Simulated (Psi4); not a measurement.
# C2H5B (BH2(vinyl)): HF-D4/def2-SVP (density fitting)

What is the electrostatic solvation energy at fixed shape (ddCOSMO, acetone) of C2H5B (BH2(vinyl)) at HF-D4/def2-SVP (density fitting)? The job is set up through a Python script.

The results are computed with Psi4 1.11.

1 further run of the same task is left out (set aside as unsound or not needed).

### 1 The structure to begin with

C2H5B: 8 atoms, total charge 0, spin state singlet. As SMILES, `[H]B([H])C=C`. The shape is that of a GFN2-xTB (4 decimals) optimisation.

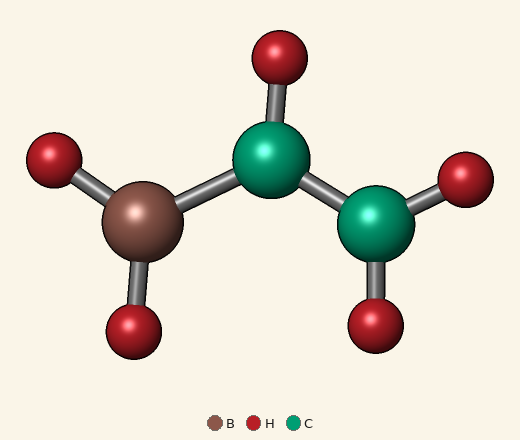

Viewed from a chosen angle; boron brown, hydrogen red, carbon teal.

### 2 The charge distribution at HF-D4/def2-SVP (density fitting)

c2h5b.sdf

```

     RDKit          3D

  8  7  0  0  0  0  0  0  0  0999 V2000
    0.6801    1.0435   -0.4049 B   0  0  0  0  0  0  0  0  0  0  0  0
    1.3520    1.3642   -1.3059 H   0  0  0  0  0  0  0  0  0  0  0  0
    0.4858    1.7907    0.4732 H   0  0  0  0  0  0  0  0  0  0  0  0
    0.0514   -0.3653   -0.3638 C   0  0  0  0  0  0  0  0  0  0  0  0
   -0.7140   -0.8040    0.6377 C   0  0  0  0  0  0  0  0  0  0  0  0
    0.2291   -1.0576   -1.1812 H   0  0  0  0  0  0  0  0  0  0  0  0
   -0.9376   -0.1775    1.4869 H   0  0  0  0  0  0  0  0  0  0  0  0
   -1.1468   -1.7940    0.6581 H   0  0  0  0  0  0  0  0  0  0  0  0
  2  1  1  0
  3  1  1  0
  4  1  1  0
  5  4  2  0
  6  4  1  0
  7  5  1  0
  8  5  1  0
M  END
$$$$
```

c2h5b.py

```python
import psi4
from rdkit import Chem

psi4.set_memory('1600 MB')
psi4.set_num_threads(1)
psi4.core.set_output_file('c2h5b.out', False)

rd = Chem.SDMolSupplier('c2h5b.sdf', removeHs=False, sanitize=False)[0]
xyz = rd.GetConformer().GetPositions()
atoms = '\n'.join(f'{a.GetSymbol()} {x:.4f} {y:.4f} {z:.4f}' for a, (x, y, z) in zip(rd.GetAtoms(), xyz))
mol = psi4.geometry('0 1\n' + atoms + '\nsymmetry c1')

psi4.set_options({
    'basis': 'def2-SVP',
    'reference': 'rhf',
    'scf_type': 'mem_df',
})

e_tot, wfn = psi4.energy("hf-d4", return_wfn=True)
psi4.oeprop(wfn, "MULLIKEN_CHARGES", "MBIS_CHARGES", "WIBERG_LOWDIN_INDICES")
print(f'hf-d4 energy: {e_tot:.10f} Eh')
```

Started as:

```
$ python c2h5b.py
```

c2h5b.out:

```text
[...]
  Running in c1 symmetry.
[...]
  Nuclear repulsion =   58.128138800058181
[...]
  Multiplicity = 1
[...]
  Nalpha       = 11
  Nbeta        = 11
[...]
    Number of basis functions: 67
[...]
   @DF-RHF iter   1:  -103.16948307706701   -8.69273e-01   4.35440e-03 ADIIS/DIIS
[...]
   @DF-RHF iter   8:  -103.22902949474754   -1.40528e-07   7.03616e-07 DIIS
[...]
    Orbital Energies [Eh]
    ---------------------
    Doubly Occupied:
       1A    -11.258380     2A    -11.213676     3A     -7.596384
       4A     -1.032768     5A     -0.797663     6A     -0.684849
       7A     -0.628201     8A     -0.565158     9A     -0.480893
      10A     -0.468544    11A     -0.390525
[...]
  @DF-RHF Final Energy:  -103.22902949474754
   => Energetics <=
    Nuclear Repulsion Energy =             58.1281388000581813
    One-Electron Energy =                -252.4502189371631289
    Two-Electron Energy =                  91.1080353168186008
    Total Energy =                       -103.2290294947475360
[...]
 Multipole Moments:
 ------------------------------------------------------------------------------------
     Multipole            Electronic (a.u.)      Nuclear  (a.u.)        Total (a.u.)
 ------------------------------------------------------------------------------------
 L = 1.  Multiply by 2.5417464519 to convert [e a0] to [Debye]
 Dipole X            :          0.3731493           -0.6201053           -0.2469560
 Dipole Y            :          0.3160267           -0.6519070           -0.3358803
 Dipole Z            :         -0.4296288            0.6058786            0.1762498
 Magnitude           :                                                    0.4526222
[...]
  Mulliken Charges: (a.u.)
   Center  Symbol    Alpha    Beta     Spin     Total
       1     B     2.36648  2.36648  0.00000  0.26704
       2     H     0.54624  0.54624  0.00000 -0.09247
       3     H     0.54835  0.54835  0.00000 -0.09670
       4     C     3.11381  3.11381  0.00000 -0.22762
       5     C     3.00592  3.00592  0.00000 -0.01184
       6     H     0.47901  0.47901  0.00000  0.04198
       7     H     0.47008  0.47008  0.00000  0.05984
       8     H     0.47011  0.47011  0.00000  0.05977
   Total alpha = 11.00000, Total beta = 11.00000, Total charge = -0.00000
[...]
```

Standard output:

```text
hf-d4 energy: -103.2290294947 Eh
```

It took 17 s on 1 thread of Intel Xeon Platinum 8375C at 2.90GHz (Ice Lake), shared host; peak memory 0.3 GiB.

Atomic charges (e):

```csv
atom,MBIS,Mulliken
B1,+0.767,+0.267
H2,-0.252,-0.092
H3,-0.252,-0.097
C4,-0.593,-0.228
C5,-0.070,-0.012
H6,+0.168,+0.042
H7,+0.115,+0.060
H8,+0.116,+0.060
```

### 3 The charge distribution at HF-D4/def2-SVP (density fitting, ddCOSMO acetone)

run.py

```python
import psi4

psi4.set_memory(1600000000)
psi4.set_num_threads(1)
psi4.set_output_file('c2h5b.out', False)

molecule = psi4.geometry("""
B      0.680050     1.043480    -0.404910
H      1.352050     1.364190    -1.305900
H      0.485750     1.790660     0.473180
C      0.051370    -0.365260    -0.363800
C     -0.714000    -0.804010     0.637680
H      0.229140    -1.057580    -1.181160
H     -0.937570    -0.177460     1.486850
H     -1.146770    -1.794020     0.658070
units angstrom
symmetry c1
""")

psi4.set_options({
    'basis': 'def2-SVP',
    'scf_type': 'mem_df',
    'ddx': True,
    'ddx_model': 'cosmo',
    'ddx_solvent': 'acetone',
    'ddx_radii_set': 'uff',
})

energy_value, wavefunction = psi4.energy('hf-d4', return_wfn=True)
psi4.oeprop(wavefunction, 'MULLIKEN_CHARGES', 'MBIS_CHARGES', 'WIBERG_LOWDIN_INDICES', title='HF-D4')
print(f'total energy {energy_value:.8f} hartree = {energy_value * 27.211386:.5f} eV')
```

Started as:

```
$ python run.py
```

c2h5b.out:

```text
[...]
  Running in c1 symmetry.
[...]
  Nuclear repulsion =   58.129024850213071
[...]
  Multiplicity = 1
[...]
  Nalpha       = 11
  Nbeta        = 11
[...]
    Number of basis functions: 67
[...]
   @DF-RHF iter   1:  -103.17293507421604   -8.72467e-01   4.27434e-03 ADIIS/DIIS
[...]
   @DF-RHF iter   8:  -103.23047008180960   -2.82661e-07   8.78178e-07 DIIS
[...]
    Orbital Energies [Eh]
    ---------------------
    Doubly Occupied:
       1A    -11.257274     2A    -11.213193     3A     -7.599829
       4A     -1.032420     5A     -0.796706     6A     -0.685870
       7A     -0.627752     8A     -0.565232     9A     -0.484065
      10A     -0.469408    11A     -0.391124
[...]
  @DF-RHF Final Energy:  -103.23047008180960
   => Energetics <=
    Nuclear Repulsion Energy =             58.1290248502130709
    One-Electron Energy =                -252.4594727032558410
    Two-Electron Energy =                  91.1165369023297274
    DD Solvation Energy =                 -0.0015742482397438
    Total Energy =                       -103.2304700818095995
[...]
 Multipole Moments:
 ------------------------------------------------------------------------------------
     Multipole            Electronic (a.u.)      Nuclear  (a.u.)        Total (a.u.)
 ------------------------------------------------------------------------------------
 L = 1.  Multiply by 2.5417464519 to convert [e a0] to [Debye]
 Dipole X            :          0.3149104           -0.6198884           -0.3049780
 Dipole Y            :          0.2511020           -0.6519094           -0.4008074
 Dipole Z            :         -0.3775771            0.6058702            0.2282931
 Magnitude           :                                                    0.5529700
[...]
  Mulliken Charges: (a.u.)
   Center  Symbol    Alpha    Beta     Spin     Total
       1     B     2.35615  2.35615  0.00000  0.28770
       2     H     0.55400  0.55400  0.00000 -0.10800
       3     H     0.55384  0.55384  0.00000 -0.10768
       4     C     3.12403  3.12403  0.00000 -0.24806
       5     C     3.00851  3.00851  0.00000 -0.01701
       6     H     0.47604  0.47604  0.00000  0.04792
       7     H     0.46469  0.46469  0.00000  0.07062
       8     H     0.46274  0.46274  0.00000  0.07451
   Total alpha = 11.00000, Total beta = 11.00000, Total charge =  0.00000
[...]
```

The script printed:

```text
total energy -103.23047008 hartree = -2809.04417 eV
```

Run time: 20 s. Hardware: 1 thread of Intel Xeon Platinum 8375C at 2.90GHz (Ice Lake), shared host; peak memory 0.29 GiB.

Atomic charges (e):

```csv
atom,MBIS,Mulliken
B1,+0.777,+0.288
H2,-0.260,-0.108
H3,-0.257,-0.108
C4,-0.616,-0.248
C5,-0.062,-0.017
H6,+0.173,+0.048
H7,+0.121,+0.071
H8,+0.124,+0.075
```

### 4 Results

At HF-D4/def2-SVP (density fitting):

| quantity | value |
| --- | --- |
| gas phase: total energy | -103.22903 Eh |
| gas phase: dipole moment | 1.15 D |
| gas phase: HOMO energy | -10.63 eV |
| gas phase: LUMO energy | 1.77 eV |
| gas phase: HOMO–LUMO gap | 12.40 eV |
| gas phase: dispersion energy | -39.34 kJ/mol |
| ddCOSMO, acetone: total energy | -103.23047 Eh |
| ddCOSMO, acetone: dipole moment | 1.41 D |
| ddCOSMO, acetone: HOMO energy | -10.64 eV |
| ddCOSMO, acetone: LUMO energy | 1.76 eV |
| ddCOSMO, acetone: HOMO–LUMO gap | 12.40 eV |
| ddCOSMO, acetone: dispersion energy | -39.34 kJ/mol |
| ddCOSMO, acetone: solvent term in the energy | -4.1 kJ/mol |
| energy change from gas to solvent at fixed shape | -0.039 eV |

What this shows: The solvent model (ddCOSMO, acetone) lowers the energy by 0.04 eV (−0.9 kcal/mol) at the same shape. It holds the electrostatic part alone, without cavity or dispersion terms. Mulliken charges (ddCOSMO, acetone) run from -0.25 on C4 to +0.29 on B1; they depend strongly on the basis.
